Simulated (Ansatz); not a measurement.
# PbO (model cell, started as layered BN type): following an unstable mode, part 2 of 2

Which phase does PbO (model cell, started as layered BN type) fall into along its unstable mode, and how much energy does it gain?

Ansatz 0.2.0; DFT PBEsol, scalar-relativistic, plane waves, PAW; PAW set soft_1.

So far, highest frequency on the path or at a solved wavevector (cm⁻¹): step 2 (response at finite wavevector) 356. Also lowest frequency on the path (cm⁻¹): step 2 -205.

The structure was built from a prototype and need not be the compound's stable phase.

## (5) Energy along the mode, all amplitudes (two of the runs are shown above)

An imaginary frequency means negative curvature, so the energy should fall and then rise again as anharmonic terms take over.

This step gave:

- depth at the lowest point sampled: 18.25 meV/atom
- largest atomic shift at that point: 0.32 Å

Energy from the parent against largest atomic shift:

```tsv
largest atomic shift (Å)	energy from the parent (meV/atom)
0.000	0
0.040	-0.439
0.080	-1.73
0.140	-5.04
0.220	-11.1
0.320	-18.3
0.450	-16.0
0.600	31.7
```

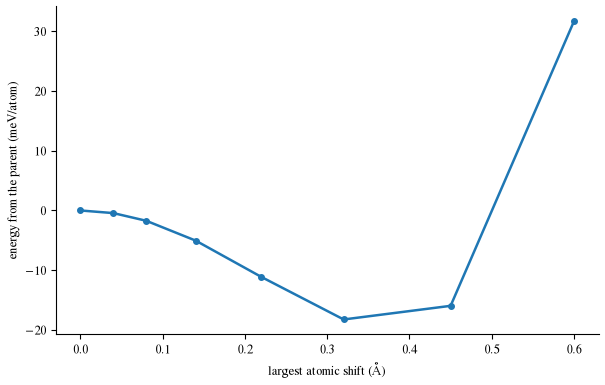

Energy from the parent against largest atomic shift.

Displacement at unit largest shift by atom:

```tsv
atom	x (Å)	y (Å)	z (Å)	size
Pb1	0.00	0.00	0.01	0.01
Pb2	0.00	0.00	-0.05	0.05
Pb3	0.00	0.00	0.03	0.03
Pb4	0.00	0.00	-0.03	0.03
Pb5	0.00	0.00	0.05	0.05
Pb6	0.00	0.00	-0.01	0.01
O7	0.00	0.00	0.70	0.70
O8	0.00	0.00	-1.00	1.00
O9	0.00	0.00	0.30	0.30
O10	0.00	0.00	-0.30	0.30
O11	0.00	0.00	1.00	1.00
O12	0.00	0.00	-0.70	0.70
```

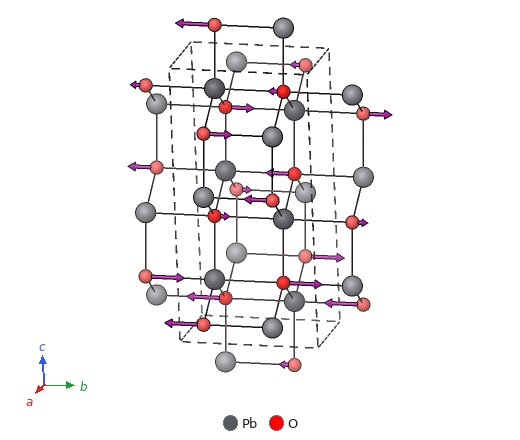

Displacement at unit largest shift as arrows, the longest 1 Å. Some periodic images of atoms are drawn too.

The lowest of the steps tried is at 0.32 Å, 18.3 meV/atom below the parent; the bottom of the well need not coincide with a step.

## (6) Relaxing from the distorted cell

Starting from the lowest point found, all atoms and the cell are let go, so that strain and other modes of the same symmetry can join in.

Input file input.yaml:

```yaml
crystal:
  lattice:
    - [-4.2392552545, -2.9652e-06, 0.0]
    - [0.0, 0.0, -5.2432298645]
    - [-2.1196199234, -11.0139097133, 0.0]
  atoms:
    - { symbol: Pb, position: [0.7777777778, 0.7492781728, 0.4444444444] }
    - { symbol: Pb, position: [0.4444444444, 0.752792062, 0.1111111111] }
    - { symbol: Pb, position: [0.1111111111, 0.747929739, 0.7777777778] }
    - { symbol: Pb, position: [0.2222222222, 0.2520702567, 0.5555555556] }
    - { symbol: Pb, position: [0.8888888889, 0.2472079853, 0.2222222222] }
    - { symbol: Pb, position: [0.5555555556, 0.2507218331, 0.8888888889] }
    - { symbol: O, position: [0.2222222222, 0.707371498, 0.5555555556] }
    - { symbol: O, position: [0.8888888889, 0.811030234, 0.2222222222] }
    - { symbol: O, position: [0.5555555556, 0.7315967215, 0.8888888889] }
    - { symbol: O, position: [0.7777777778, 0.2684031532, 0.4444444444] }
    - { symbol: O, position: [0.4444444444, 0.1889689164, 0.1111111111] }
    - { symbol: O, position: [0.1111111111, 0.2926285979, 0.7777777778] }
kpoints:
  mp_grid: { grid: [6, 6, 6] }
hamiltonian:
  xc: pbesol
  pseudopotentials: { kind: paw, azcp: { folder: soft_1 }, xc_functional: pbe }
scf:
  occupations: { method: fixed }
output:
  forces: true
  stress: true
  eigenvalues: true
relax:
  adjacent_minimum: "off"
  f_tol: 0.002
  max_steps: 120
  cell: { stress_tol: 0.03 }
```

Run with:

```console
ansatz run input.yaml --threads 4 --pin off --max-ram 10240MiB --backend cpu --events-out ev --progress --plain --runs-dir out
```

Numbers of over 12 decimals in the logs are rounded to 6 here.

The program printed:

```text
[...]
Crystal: 12 atoms, lattice volume = 244.810 Å³
Basis set: ecut = 420 eV, 4775 PW (Γ), exchange–correlation on 60×72×150 points (8 copies of the dense FFT grid, shifted against one another)
Bands: 72, of which v1, the nominal top of the filled ones, is band 60 counted from 1 (59 counted from 0)
Symmetry: 4 space group operations
[...]
k-points: 68 of 216
[...]
SCF iter   1: F=—  HF=-73904.816712 eV  |F-HF|=—  |Δ(HF+E_count)|=         —  Δρ=3.37e-2  dr2=4.29e0  ethr=3.10e-3  ⟨swp⟩=4.8  Hψ=16554  notcnv=0  defer=651
[...]
SCF iter  11: F=-73903.879300 eV  HF=-73903.879300 eV  |F-HF|=1.62e-8  |Δ(HF+E_count)|=   3.20e-7  Δρ=2.14e-6  dr2=1.12e-8  ethr=8.33e-11  ⟨swp⟩=13.7  Hψ=27356  notcnv=0
SCF 1 converged in 11 iterations: F = -73903.879300 eV  dr2 = 1.12e-8
[...]
relax step   1: F+E_penalty+E_count = -73903.87930042 eV  Δ(F+E_penalty+E_count) = +0.000e0 eV  max|allowed force component| = 2.733e-1 eV/Å  Δτ_max = 0.0000 Å  P = +0.380 GPa  Ω = 244.810 Å³  (11 SCF iters, dr2 threshold 1.00e-7 eV, accepted)
Crystal: 12 atoms, lattice volume = 252.378 Å³
Basis set: ecut = 420 eV, 4909 PW (Γ), exchange–correlation on 60×72×150 points (8 copies of the dense FFT grid, shifted against one another)
[...]
iter 1 solved again at ethr=9.44e-5 eV; its pass at ethr=3.10e-3 eV (dr2=1.13e-1 eV) is discarded
[...]
SCF iter   9: F=-73904.092685 eV  HF=-73904.092685 eV  |F-HF|=2.89e-7  |Δ(HF+E_count)|=   5.58e-7  Δρ=7.37e-6  dr2=2.17e-7  ethr=1.00e-9  ⟨swp⟩=18.2  Hψ=29182  notcnv=0
the search or the solves at the SCF's close seem to have found levels that the self-consistency loop had missed (the run counts 1). By its estimate they hold under 1e-12 electrons; where the run keeps them, the occupations were computed again with them
SCF 2 converged in 9 iterations: F = -73904.092685 eV  dr2 = 2.17e-7
[...]
relax step   2: F+E_penalty+E_count = -73904.09268479 eV  Δ(F+E_penalty+E_count) = -2.134e-1 eV  max|allowed force component| = 4.867e-1 eV/Å  Δτ_max = 0.1112 Å  P = -1.808 GPa  Ω = 252.378 Å³  energy of the carried Pulay correction = -9.319e-3 eV  (9 SCF iters, dr2 threshold 1.20e-6 eV, accepted)
Crystal: 12 atoms, lattice volume = 245.853 Å³
Basis set: ecut = 420 eV, 4819 PW (Γ), exchange–correlation on 60×72×150 points (8 copies of the dense FFT grid, shifted against one another)
[...]
SCF iter   9: F=-73904.474857 eV  HF=-73904.474857 eV  |F-HF|=6.00e-7  |Δ(HF+E_count)|=   3.72e-7  Δρ=1.17e-5  dr2=5.62e-7  ethr=1.00e-9  ⟨swp⟩=15.4  Hψ=32675  notcnv=0
SCF 3 converged in 9 iterations: F = -73904.474857 eV  dr2 = 5.62e-7
relax step   3: F+E_penalty+E_count = -73904.47485710 eV  Δ(F+E_penalty+E_count) = -3.822e-1 eV  max|allowed force component| = 3.770e-1 eV/Å  Δτ_max = 0.1923 Å  P = +0.800 GPa  Ω = 245.853 Å³  energy of the carried Pulay correction = -1.301e-3 eV  (9 SCF iters, dr2 threshold 1.20e-6 eV, accepted)
[... from here on, the SCF cycles and remarks between the steps are left out ...]
relax step   4: F+E_penalty+E_count = -73904.57508168 eV  Δ(F+E_penalty+E_count) = -1.002e-1 eV  max|allowed force component| = 5.981e-1 eV/Å  Δτ_max = 0.1951 Å  P = -0.469 GPa  Ω = 246.625 Å³  energy of the carried Pulay correction = -2.261e-3 eV  (9 SCF iters, dr2 threshold 1.20e-6 eV, accepted)
relax step   5: F+E_penalty+E_count = -73904.81827569 eV  Δ(F+E_penalty+E_count) = -2.432e-1 eV  max|allowed force component| = 1.490e-1 eV/Å  Δτ_max = 0.2000 Å  P = -0.426 GPa  Ω = 243.390 Å³  energy of the carried Pulay correction = +1.781e-3 eV  (9 SCF iters, dr2 threshold 1.20e-6 eV, accepted)
relax step   6: F+E_penalty+E_count = -73904.97248457 eV  Δ(F+E_penalty+E_count) = -1.542e-1 eV  max|allowed force component| = 7.187e-2 eV/Å  Δτ_max = 0.2000 Å  P = -0.110 GPa  Ω = 238.057 Å³  energy of the carried Pulay correction = +8.564e-3 eV  (9 SCF iters, dr2 threshold 1.20e-6 eV, accepted)
relax step   7: F+E_penalty+E_count = -73905.04298236 eV  Δ(F+E_penalty+E_count) = -7.050e-2 eV  max|allowed force component| = 2.945e-1 eV/Å  Δτ_max = 0.1696 Å  P = -0.564 GPa  Ω = 230.856 Å³  energy of the carried Pulay correction = +1.796e-2 eV  (9 SCF iters, dr2 threshold 1.20e-6 eV, accepted)
relax step   8: F+E_penalty+E_count = -73905.09484965 eV  Δ(F+E_penalty+E_count) = -5.187e-2 eV  max|allowed force component| = 6.899e-2 eV/Å  Δτ_max = 0.0907 Å  P = -0.016 GPa  Ω = 230.025 Å³  energy of the carried Pulay correction = +1.906e-2 eV  (8 SCF iters, dr2 threshold 1.20e-6 eV, accepted)
relax step   9: F+E_penalty+E_count = -73905.10697672 eV  Δ(F+E_penalty+E_count) = -1.213e-2 eV  max|allowed force component| = 3.407e-2 eV/Å  Δτ_max = 0.0772 Å  P = -0.175 GPa  Ω = 229.283 Å³  energy of the carried Pulay correction = +2.005e-2 eV  (9 SCF iters, dr2 threshold 2.97e-7 eV, accepted)
relax step  10: F+E_penalty+E_count = -73905.10239212 eV  Δ(F+E_penalty+E_count) = +4.585e-3 eV  max|allowed force component| = 1.003e-1 eV/Å  Δτ_max = 0.0401 Å  P = +0.596 GPa  Ω = 224.768 Å³  energy of the carried Pulay correction = +2.613e-2 eV  (9 SCF iters, dr2 threshold 2.22e-7 eV, rejected (line search))
relax step  11: F+E_penalty+E_count = -73905.11191194 eV  Δ(F+E_penalty+E_count) = -4.935e-3 eV  max|allowed force component| = 1.233e-2 eV/Å  Δτ_max = 0.0193 Å  P = +0.009 GPa  Ω = 227.877 Å³  energy of the carried Pulay correction = +2.193e-2 eV  (11 SCF iters, accepted)
relax step  12: F+E_penalty+E_count = -73905.11224374 eV  Δ(F+E_penalty+E_count) = -3.318e-4 eV  max|allowed force component| = 2.743e-3 eV/Å  Δτ_max = 0.0080 Å  P = +0.005 GPa  Ω = 227.723 Å³  energy of the carried Pulay correction = +2.214e-2 eV  (8 SCF iters, dr2 threshold 9.49e-9 eV, accepted)
relax step  13: F+E_penalty+E_count = -73905.11227007 eV  Δ(F+E_penalty+E_count) = -2.633e-5 eV  max|allowed force component| = 1.326e-3 eV/Å  Δτ_max = 0.0015 Å  P = -0.006 GPa  Ω = 227.708 Å³  energy of the carried Pulay correction = +2.216e-2 eV  (8 SCF iters, dr2 threshold 4.70e-10 eV, accepted)
relax step  14: F+E_penalty+E_count = -73905.16761961 eV  Δ(F+E_penalty+E_count) = -5.535e-2 eV  max|allowed force component| = 1.756e-3 eV/Å  Δτ_max = 0.0000 Å  P = +0.303 GPa  Ω = 227.708 Å³  stress off target by 6.01e-1 GPa  SCF on the basis re-selected at this cell (its energy is not comparable with the rows above)  (9 SCF iters)
relax step  15: F+E_penalty+E_count = -73905.17439848 eV  Δ(F+E_penalty+E_count) = -6.779e-3 eV  max|allowed force component| = 1.794e-2 eV/Å  Δτ_max = 0.0273 Å  P = +0.053 GPa  Ω = 228.206 Å³  energy of the carried Pulay correction = -6.382e-4 eV  (7 SCF iters, dr2 threshold 9.02e-7 eV, accepted)
relax step  16: F+E_penalty+E_count = -73905.17466860 eV  Δ(F+E_penalty+E_count) = -2.701e-4 eV  max|allowed force component| = 3.823e-3 eV/Å  Δτ_max = 0.0096 Å  P = +0.004 GPa  Ω = 228.361 Å³  energy of the carried Pulay correction = -8.326e-4 eV  (7 SCF iters, dr2 threshold 2.01e-8 eV, accepted)
relax step  17: F+E_penalty+E_count = -73905.17472966 eV  Δ(F+E_penalty+E_count) = -6.106e-5 eV  max|allowed force component| = 1.509e-3 eV/Å  Δτ_max = 0.0027 Å  P = -0.001 GPa  Ω = 228.334 Å³  energy of the carried Pulay correction = -7.915e-4 eV  (8 SCF iters, dr2 threshold 9.13e-10 eV, accepted)
relax step  18: F+E_penalty+E_count = -73905.17476768 eV  Δ(F+E_penalty+E_count) = -3.802e-5 eV  max|allowed force component| = 7.657e-3 eV/Å  Δτ_max = 0.0025 Å  P = +0.010 GPa  Ω = 228.295 Å³  energy of the carried Pulay correction = -7.358e-4 eV  (9 SCF iters, rejected (line search))
relax step  19: F+E_penalty+E_count = -73905.17475869 eV  Δ(F+E_penalty+E_count) = -2.903e-5 eV  max|allowed force component| = 5.734e-4 eV/Å  Δτ_max = 0.0012 Å  P = -0.001 GPa  Ω = 228.316 Å³  energy of the carried Pulay correction = -7.648e-4 eV  (9 SCF iters, accepted)
relax step  20: F+E_penalty+E_count = -73905.17642167 eV  Δ(F+E_penalty+E_count) = -1.663e-3 eV  max|allowed force component| = 5.637e-4 eV/Å  Δτ_max = 0.0000 Å  P = +0.012 GPa  Ω = 228.316 Å³  stress off target by 4.96e-2 GPa  SCF on the basis re-selected at this cell (its energy is not comparable with the rows above)  (7 SCF iters)
relax step  21: F+E_penalty+E_count = -73905.17674187 eV  Δ(F+E_penalty+E_count) = -3.202e-4 eV  max|allowed force component| = 3.027e-3 eV/Å  Δτ_max = 0.0080 Å  P = -0.005 GPa  Ω = 228.201 Å³  energy of the carried Pulay correction = +1.649e-4 eV  (8 SCF iters, dr2 threshold 6.15e-9 eV, accepted)
relax step  22: F+E_penalty+E_count = -73905.17677155 eV  Δ(F+E_penalty+E_count) = -2.968e-5 eV  max|allowed force component| = 1.890e-3 eV/Å  Δτ_max = 0.0007 Å  P = -0.000 GPa  Ω = 228.183 Å³  energy of the carried Pulay correction = +1.901e-4 eV  (7 SCF iters, dr2 threshold 5.73e-10 eV, accepted)
[...]
SCF iter   5: F=-73905.176629 eV  HF=-73905.176629 eV  |F-HF|=1.46e-11  |Δ(HF+E_count)|=  5.82e-11  Δρ=1.01e-7  dr2=1.12e-11  ethr=1.00e-12  ⟨swp⟩=14.3  Hψ=30689  notcnv=0
SCF 23 converged in 5 iterations: F = -73905.176629 eV  dr2 = 1.12e-11
relax step  23: F+E_penalty+E_count = -73905.17662884 eV  Δ(F+E_penalty+E_count) = +1.427e-4 eV  max|allowed force component| = 1.889e-3 eV/Å  Δτ_max = 0.0000 Å  P = -0.000 GPa  Ω = 228.183 Å³  stress off target by 1.17e-2 GPa  SCF on the basis re-selected at this cell (its energy is not comparable with the rows above)  (5 SCF iters)
basis re-selected at this cell: Δ(F+E_penalty+E_count) = +1.427e-4 eV, ΔP = +0.000 GPa vs the last step (what re-selecting the basis moved, of the pressure what is left beyond the Pulay correction that the steps carried, after the strain that the cell walked since its last selection, with what the two solves' SCF thresholds leave and, on support functions, any second-order correction that the steps lacked; it is no m [...]
SCF converged after 5 iterations
Free energy (F): -73905.176629 eV
[...]
Internal energy: -73905.176629 eV  (E = F + TS)
E sigma→0 (E₀):  -73905.176629 eV
Fermi energy:    8.812034 eV
[...]
--- Forces (eV/Å), atoms counted from 1 ---
  atom   1  Pb     0.00000000    -0.00010740    -0.00188856
  atom   2  Pb    -0.00000000     0.00013808    -0.00109079
  atom   3  Pb     0.00000000    -0.00136690    -0.00142456
  atom   4  Pb    -0.00000000     0.00136690     0.00142456
  atom   5  Pb     0.00000000    -0.00013808     0.00109079
  atom   6  Pb    -0.00000000     0.00010740     0.00188856
  atom   7  O      0.00000000    -0.00095900     0.00009250
  atom   8  O      0.00000000    -0.00019048     0.00008186
  atom   9  O      0.00000000    -0.00042405    -0.00023749
  atom  10  O     -0.00000000     0.00042405     0.00023749
  atom  11  O     -0.00000000     0.00019048    -0.00008186
  atom  12  O     -0.00000000     0.00095900    -0.00009250
  max |Σ_I F_I| component: 4.47e-19 eV/Å
--- Stress (GPa, compression-positive) ---
        0.010197       0.000000      -0.000000
        0.000000      -0.009877       0.004505
       -0.000000       0.004505      -0.000831
  P = ⅓ Tr σ = -0.0002 GPa (-0.002 kbar)
--- Band table (eV; the first three rows and the last of 68) ---
  k-point 0: bands = [... 56 lower, 7.7363, 7.9956, 8.1542, 8.4934, 11.3519, 11.4188, 12.6865, 13.0333, ... 8 higher]
  k-point 1: bands = [... 56 lower, 7.7312, 7.9196, 8.2477, 8.5271, 11.4254, 11.5183, 12.4891, 13.2597, ... 8 higher]
  k-point 2: bands = [... 56 lower, 7.7068, 7.8338, 8.3520, 8.6142, 11.5914, 11.8189, 12.3157, 13.2171, ... 8 higher]
  k-point 67: bands = [... 56 lower, 8.4036, 8.4406, 8.5042, 8.7301, 10.8255, 11.0793, 11.1423, 11.3732, ... 8 higher]
--- Relaxed structure (20 steps of the walk, 18 accepted, 3 SCFs on fresh bases) ---
  F+E_penalty+E_count = -73905.17662884 eV   max|allowed force component| = 1.889e-3 eV/Å   (the final SCF, on the basis selected at the relaxed cell)
  cell:  # Å, volume = 228.1828 Å³
    - [-4.603349, -3.219876920115943e-6, 3.072559076605771e-18]
    - [-1.2768991411125757e-7, 0.182554, -5.688875]
    - [-2.301668, -8.725606, 0.383472]
  atoms:
    - { symbol: Pb, position: [0.753676, 0.790088, 0.492648] }
    - { symbol: Pb, position: [0.419601, 0.749008, 0.160797] }
    - { symbol: Pb, position: [0.087186, 0.708465, 0.825628] }
    - { symbol: Pb, position: [0.246147, 0.291535, 0.507706] }
    - { symbol: Pb, position: [0.913732, 0.250992, 0.172536] }
    - { symbol: Pb, position: [0.579657, 0.209912, 0.840685] }
    - { symbol: O, position: [0.219631, 0.682356, 0.560738] }
    - { symbol: O, position: [0.880790, 0.877549, 0.238419] }
    - { symbol: O, position: [0.547504, 0.601145, 0.904992] }
    - { symbol: O, position: [0.785830, 0.398855, 0.428341] }
    - { symbol: O, position: [0.452543, 0.122451, 0.094914] }
    - { symbol: O, position: [0.113703, 0.317644, 0.772595] }
```

Elapsed: 9 min, on 4 threads of Arm Neoverse V1, shared host; peak memory 1.2 GiB.

The steps of the relaxation (22 of 23):

```tsv
step	energy less that of the first step (eV)	largest force component (eV/Å)	pressure (GPa)	volume (Å³)
1	0.0000	0.2733	0.38	244.81
2	-0.2134	0.4867	-1.81	252.38
3	-0.5956	0.3770	0.80	245.85
4	-0.6958	0.5981	-0.47	246.63
5	-0.9390	0.1490	-0.43	243.39
6	-1.0932	0.0719	-0.11	238.06
7	-1.1637	0.2945	-0.56	230.86
8	-1.2155	0.0690	-0.02	230.03
9	-1.2277	0.0341	-0.17	229.28
10	-1.2231	0.1003	0.60	224.77
11	-1.2326	0.0123	0.01	227.88
13	-1.2330	0.0013	-0.01	227.71
14*	-1.2883	0.0018	0.30	227.71
15	-1.2951	0.0179	0.05	228.21
16	-1.2954	0.0038	0.00	228.36
17	-1.2954	0.0015	0.00	228.33
18	-1.2955	0.0077	0.01	228.30
19	-1.2955	0.0006	0.00	228.32
20*	-1.2971	0.0006	0.01	228.32
21	-1.2974	0.0030	-0.01	228.20
22	-1.2975	0.0019	0.00	228.18
23*	-1.2973	0.0019	0.00	228.18
```

Relaxation steps marked * repeat the geometry before them on a plane-wave basis chosen anew for their cell, so energy and pressure can jump there. Other such steps can lie between the rows shown. Relaxation steps 10, 18 were tried and not accepted.

Forces are held to the 4 operations that the run works with; a distortion that breaks them can't arise in this run.

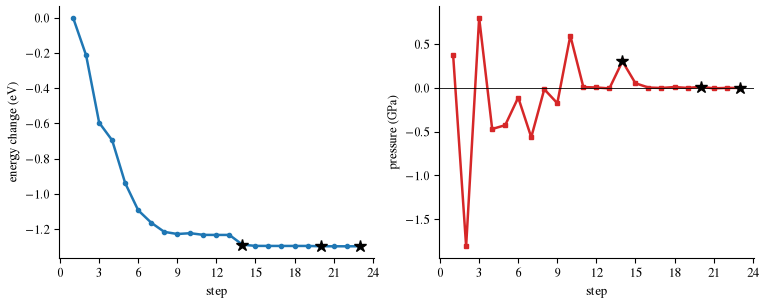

Energy and pressure along the relaxation. Stars mark steps on a basis chosen anew.

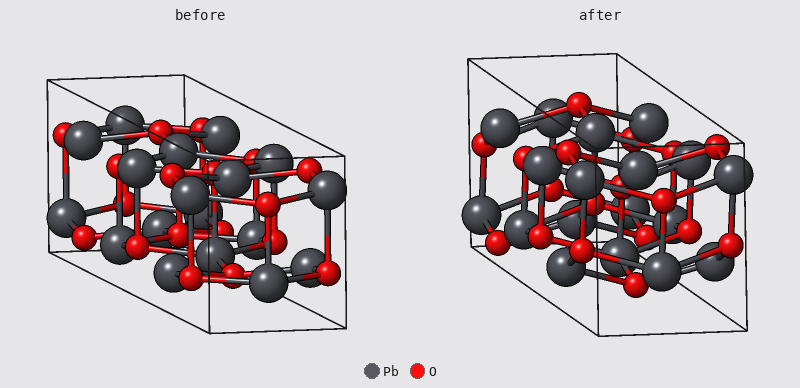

The structure before and after the relaxation, drawn at the same scale.

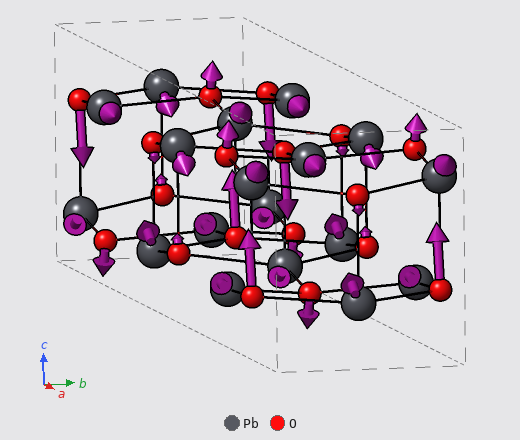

Displacements in the relaxation, exaggerated, measured against the changing cell; the longest in the cell stands for 0.77 Å. Some periodic images of atoms are drawn too.

```tsv
cell as run	before	after	change
a (Å)	4.239	4.603	+8.6 %
b (Å)	5.243	5.692	+8.6 %
c (Å)	11.216	9.032	-19.5 %
α (°)	90.00	94.21	+4.7 %
β (°)	79.11	75.24	-4.9 %
volume (Å³/atom)	20.40	19.02	-6.8 %
```

The atoms that moved most (Å, as changes of fractional coordinates times the final cell):

```tsv
atom	dx	dy	dz	length
O9	0.000	-0.164	0.748	0.766
O10	0.000	0.164	-0.748	0.766
Pb3	0.000	-0.425	0.243	0.489
Pb4	0.000	0.425	-0.243	0.489
Pb6	0.000	0.413	0.214	0.465
Pb1	0.000	-0.413	-0.214	0.465
Pb2	0.000	-0.434	0.041	0.436
Pb5	0.000	0.434	-0.041	0.436
```

Final coordinates:

```cif
data_structure
_symmetry_space_group_name_H-M 'P 1'
_symmetry_Int_Tables_number 1
_cell_length_a 4.6033
_cell_length_b 5.6918
_cell_length_c 9.0322
_cell_angle_alpha 94.210
_cell_angle_beta 75.237
_cell_angle_gamma 90.000
_cell_volume 228.18
loop_
_atom_site_label
_atom_site_type_symbol
_atom_site_fract_x
_atom_site_fract_y
_atom_site_fract_z
_atom_site_occupancy
Pb1 Pb 0.75368 0.79009 0.49265 1
Pb2 Pb 0.41960 0.74901 0.16080 1
Pb3 Pb 0.08719 0.70846 0.82563 1
Pb4 Pb 0.24615 0.29154 0.50771 1
Pb5 Pb 0.91373 0.25099 0.17254 1
Pb6 Pb 0.57966 0.20991 0.84069 1
O7 O 0.21963 0.68236 0.56074 1
O8 O 0.88079 0.87755 0.23842 1
O9 O 0.54750 0.60115 0.90499 1
O10 O 0.78583 0.39885 0.42834 1
O11 O 0.45254 0.12245 0.09491 1
O12 O 0.11370 0.31764 0.77259 1
```

This step gave:

```
pressure          : -1.70e-4 GPa
gap on the k-mesh : 1.704 eV
volume per atom   : 19.02 Å³
```

The distorted start has space group C2/m; the relaxation ends in C2/m.

## (7) The phases reached

The phases reached along the modes that were followed are set side by side.

Energies are those of the first relaxation, on the mesh of the frozen mode; space group, volume and gap are those of the last relaxation. Phases, by row:

```tsv
mode frozen in	space group	energy from parent (meV/atom)	volume (Å³/atom)	gap on mesh (eV)	lowest zone-centre optical mode (cm⁻¹)	largest shift (Å)
parent	P6_3/mmc	0	20.4	1.197	–	–
q = (0, 0, 0), 205i cm⁻¹	P-3m1	-127.2	22.04	1.392	70.3	0.759
q = (0, 0.333, 0), 190i cm⁻¹	C2/m	-126.4	19.02	1.704	–	0.869
```

## (8) Results

| Quantity | Value |
| --- | --- |
| unstable mode of the parent | q = (0, 0.333, 0), 190i cm⁻¹ |
| depth at the lowest point sampled | 18.3 meV/atom |
| largest atomic shift at that point | 0.32 Å |
| space group reached (within 0.01 Å) | C2/m |
| energy gained over the parent (first relaxation, on the mesh of the frozen mode) | 126 meV/atom |
| volume per atom, phase reached | 19.0 Å³ |
| gap on the k-mesh, phase reached | 1.70 eV |

**Reading.** Along this mode the structure falls into C2/m, 126 meV/atom below the parent. At the parent's cell the well is 18.25 meV/atom deep on the steps tried, with its lowest point at a shift of 0.32 Å. Relaxing atoms and cell changes the gain by +108.11 meV/atom against the lowest step (energies at zero smearing). Most of the total comes from this relaxation. The modes of the phase reached were not computed on this path. Of the 2 patterns followed to their end from this parent, this one ends 0.890 meV/atom above the lowest, P-3m1. Another end point lies within 1 meV/atom; how such a difference moves with mesh and cutoff was not tested. Each path keeps the symmetry of its pattern, so a lower phase may lie along a pattern not tried. The program warns that the interpolation holds no quadrupole term, so branches close to Γ can be off in this crystal. Spin-orbit coupling is left out, which can matter for the heavy elements here. The PAW files were made for PBE and serve the other functionals too. The starting cell was built on a prototype and not taken from a measurement, so the phase need not exist.

[Logs are printed without paths, hosts, clocks, repeated set-up lines and the standing remarks that a program may print on its own settings, such as how far it seeks lower states.]

[Hosts, paths, dates, database ids (printed as entryN), source tags and the programs' standing remarks are cut or masked in the printed files.]
